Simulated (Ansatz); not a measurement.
**C2H7NO2W (SMILES C[N]=[W]([CH3])(=[O])[OH]): density, localisation and related maps**

```xyz
13

C    -1.3977   -1.1021    1.5082
N    -0.4363   -0.3084    0.8296
W     0.0795    0.8973   -0.3255
C     1.1785   -0.2260   -1.7500
O    -1.2683    1.5286   -1.1667
O     1.1820    2.2236    0.4605
H    -2.4160   -0.8961    1.1601
H    -1.1867   -2.1642    1.3450
H    -1.3547   -0.9204    2.5871
H     1.5392    0.4399   -2.5404
H     0.5579   -0.9995   -2.2070
H     2.0324   -0.7109   -1.2690
H     1.4902    2.2382    1.3679
```

Geometry: PBE0-D4/def2-TZVP; core potentials replace the inner electrons of W.

Computed with Ansatz 0.2.0, RKS PBE0-D4/def2-TZVPP.

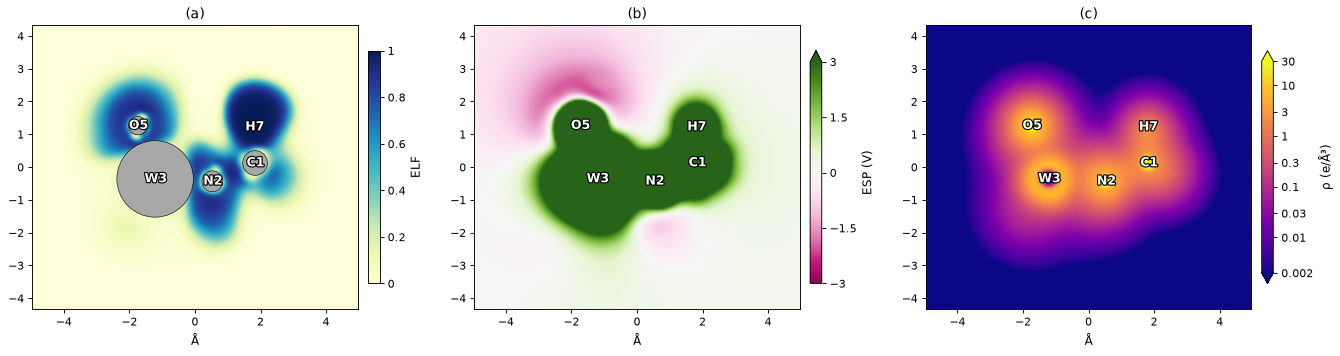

Figure 1. (a) ELF; (b) molecular electrostatic potential; (c) electron density on the plane of atoms C1, N2 and W3. Grey discs cover the atomic cores in the ELF map.

What does the map show?

Answer. Atoms in the plane: C, N, W, O and H.
C–N (1.42 Å): ρ at the midpoint is about 2 e/Å³; the ELF peaks at about 0.90 between the atoms; a covalent bond.
W–O (1.71 Å): ρ is about 1.8 e/Å³ halfway; the ELF peaks at about 0.80 in the valence shell of O, 0.5 Å from its nucleus, and drops to about 0.40 between the two atoms.
W–N (1.75 Å): ρ is about 1.7 e/Å³ halfway; the ELF peaks at about 0.75 in the valence shell of N, 0.5 Å from its nucleus, and drops to about 0.35 between the two atoms.
C–H (1.10 Å): the density is about 2 e/Å³ at the midpoint; the ELF climbs to about 1 towards the hydrogen, as it does in any bond to H; an ordinary covalent bond to hydrogen.
Outside the dense part of the molecule the potential is most negative (−2.1 V) near O5.

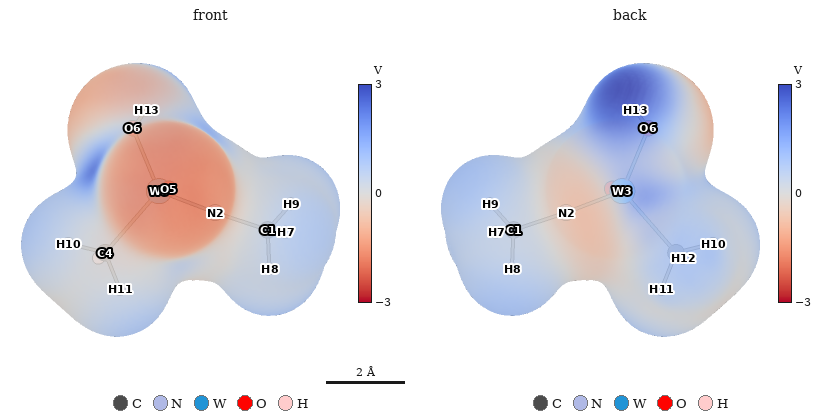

Figure 2. The electrostatic potential painted on the density surface at 0.002 e/bohr³, seen from the front and from behind; the colour scale runs from red (negative) to blue (positive).

Describe the electrostatic potential map.

Answer. The most negative region (about −1.8 V) lies over O5, the most positive (about +2.9 V) over H13. O5 is the likeliest acceptor of a hydrogen bond.

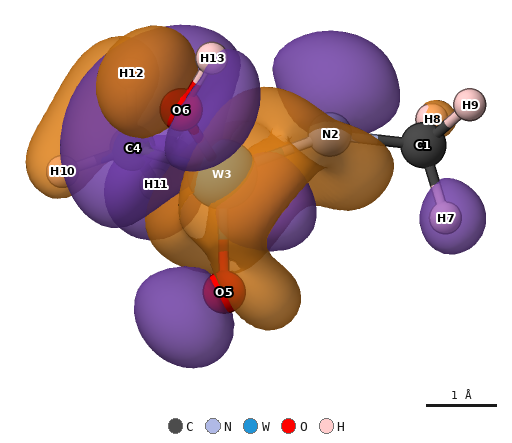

Figure 3. The LUMO at ±0.06 Å⁻³ᐟ² (orange and purple are the two phases), seen from one side.

Where does this orbital lie, and at what energy?

Answer. By Hirshfeld shares it lies mainly on W3 (about 60 %), O6 (about 10 %), N2 (about 10 %), O5 (about 5 %) and C4 (about 5 %). Its energy is −1.22 eV.
